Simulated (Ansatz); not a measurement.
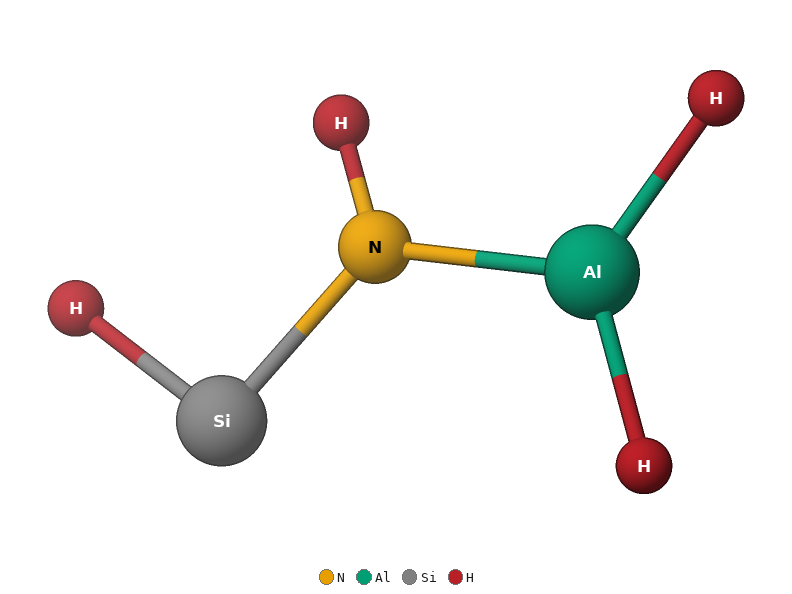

Every bond is drawn as one stick, whatever its order.

Computed geometry: PBE0-D4/def2-TZVP optimisation. No frequency run is at hand to confirm it as a minimum.

Description:

It has 7 atoms: 1 aluminium, 4 hydrogen, 1 nitrogen and 1 silicon (AlH4NSi). The point group is Cs. All atoms lie on one plane. Coordination: 1 N trigonal planar; 1 Al trigonal planar; 1 Si bent.

The parts below concern this one geometry. Atoms keep their numbers from picture to picture.

## Shape

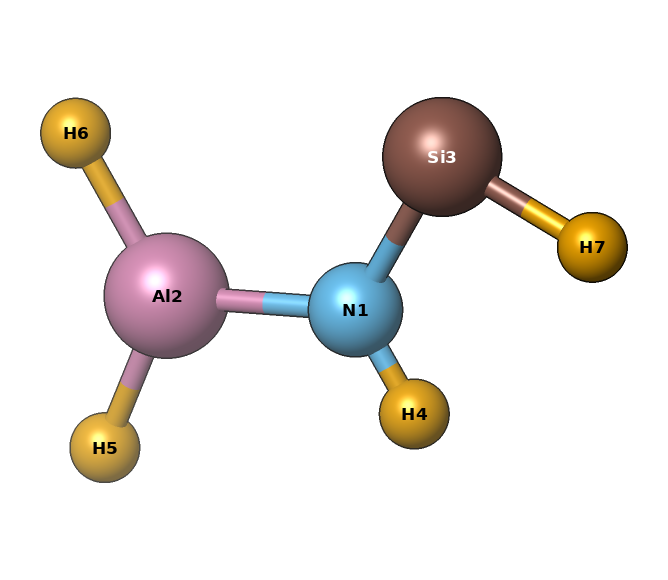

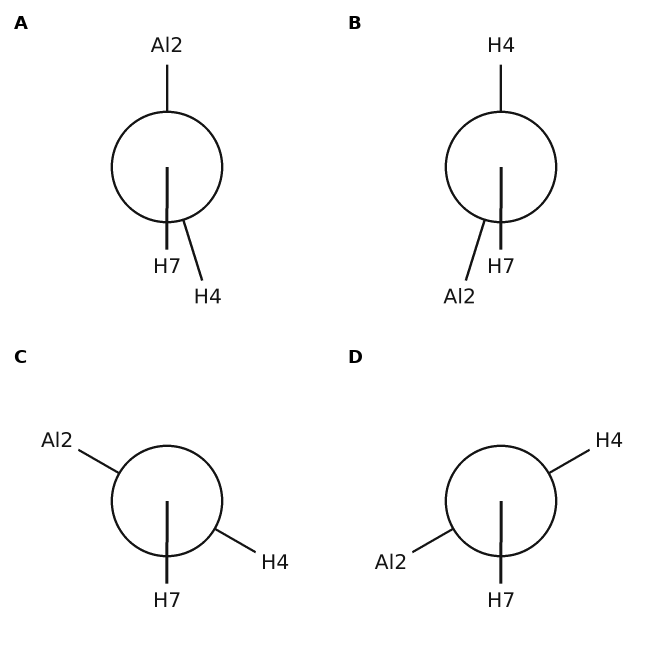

Atoms fade into the background with distance from the viewer. Bonds that would overlap in a projection are set slightly apart. No frequency run is at hand to confirm it as a minimum.

Which Newman projection shows the view along Si3–N1, with Si3 in front?

Answer. A. The torsion angle H7–Si3–N1–Al2 is 180°, antiperiplanar (anti).

## Charges

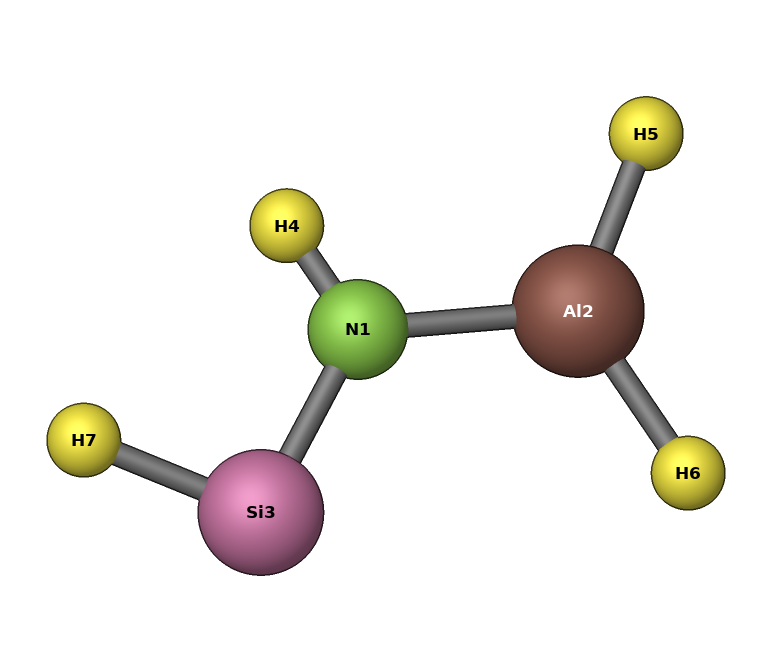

The questions are on Mulliken charges. No frequency run is at hand to confirm it as a minimum. Method: RKS PBE0-D4/def2-TZVP (Ansatz 0.2.0).

Which atom carries the highest charge (most positive or least negative)?

Answer. Al2 (0.35 e).

And the lowest?

Answer. N1 (−0.47 e).

List the Mulliken charges.

```tsv
atom	value (e)
N1	−0.47
Al2	0.35
Si3	0.11
H4	0.24
H5	−0.09
H6	−0.08
H7	−0.07
```

## Electronic properties

No frequency run is at hand to confirm it as a minimum. Properties computed with RKS PBE0-D4/def2-TZVPP (Ansatz 0.2.0).

Estimate the HOMO energy (Kohn–Sham orbital).

Answer. −6.31 eV.

Give the dispersion correction at this level.

Answer. −11.5 kJ/mol.

Give the LUMO energy (Kohn–Sham orbital) at this level.

Answer. −1.87 eV.

## Dipole moment

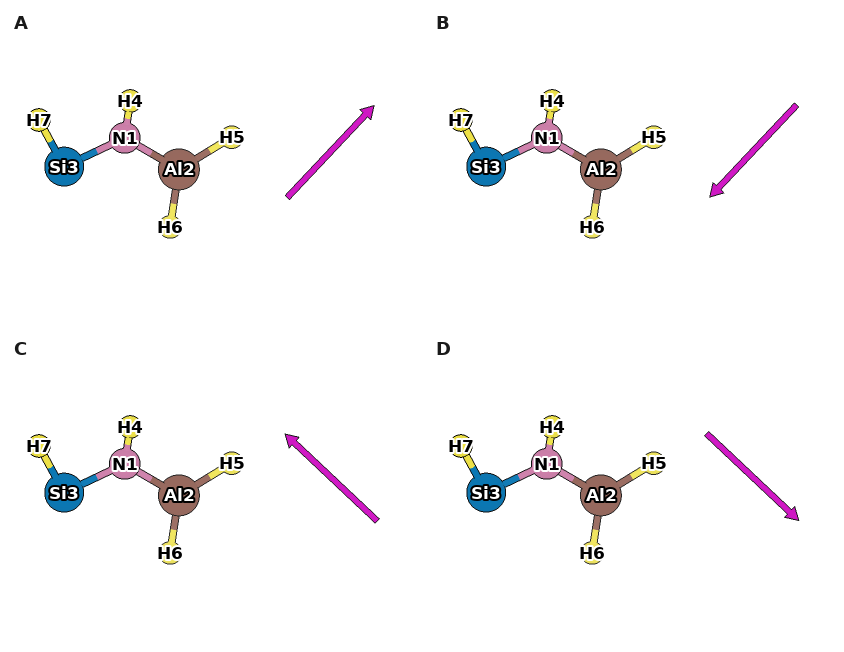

The same molecule four times, each with an arrow. No frequency run is at hand to confirm it as a minimum. Level of theory: RKS PBE0-D4/def2-TZVP (Ansatz 0.2.0).

Which arrow points along the dipole moment, from the negative to the positive end?

Answer. A. The dipole moment is 1.71 D; it points from the side of Si3 to the side of H5 (the outermost atoms at the two ends).

Mulliken values depend strongly on the basis set and can even reverse the polarity of a bond.
